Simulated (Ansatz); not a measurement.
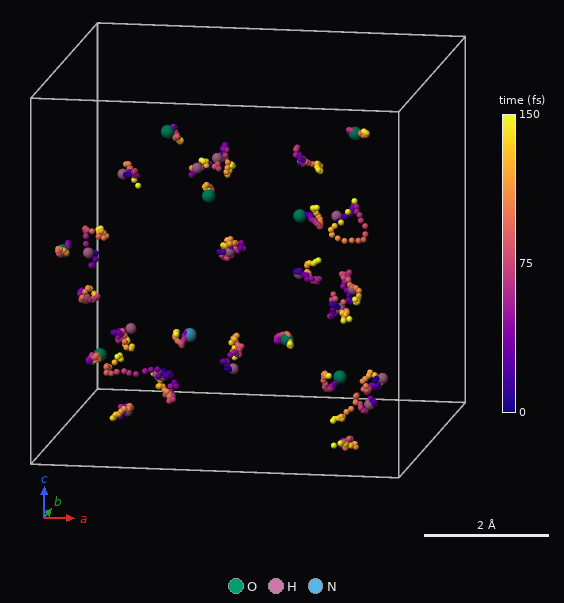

First-principles dynamics of a periodic cell with 8 H2O + 1 NH3 at 1.199 g/cm³, 150 fs long. Dots mark each atom's position at evenly spaced times, coloured by time; spheres stand at the starting positions. Seen slightly off an axis in the simulation cell.

These are results of DFT PBE-D3(BJ), scalar-relativistic, plane waves, PAW in Ansatz, not measurements. Set-up: plane-wave cutoff 420 eV; k-point mesh 1 × 1 × 1; Fermi-Dirac smearing 0.05 eV; low-accuracy preset; Langevin thermostat (NVT); set temperature 300 K; time step 0.5 fs; H given the mass 2.014 u; friction 0.02 per fs.

Describe the motion.

Root-mean-square distances from the starting positions over the second half, with the common drift of all atoms taken out: H 0.35 Å, N 0.23 Å, O 0.21 Å. The heavy atoms stay within a fraction of a molecule's size of their starting places; so short a run doesn't tell a liquid from a solid. The mean temperature in the second half is 249 K (standard deviation 40 K). The potential energy in the second half lies on average 29.8 meV per atom above the first frame.

Limits of the set-up: the program's low-accuracy preset was used; masses were changed (H 2.014 u), which shifts the vibrations; the periodic images lie only 6.1 Å apart, so the values are limited by the cell's size.

Cost: 2.1 min on 1 thread of AMD EPYC 9R45 (Zen 5), on a shared host, peak memory 0.41 GiB.
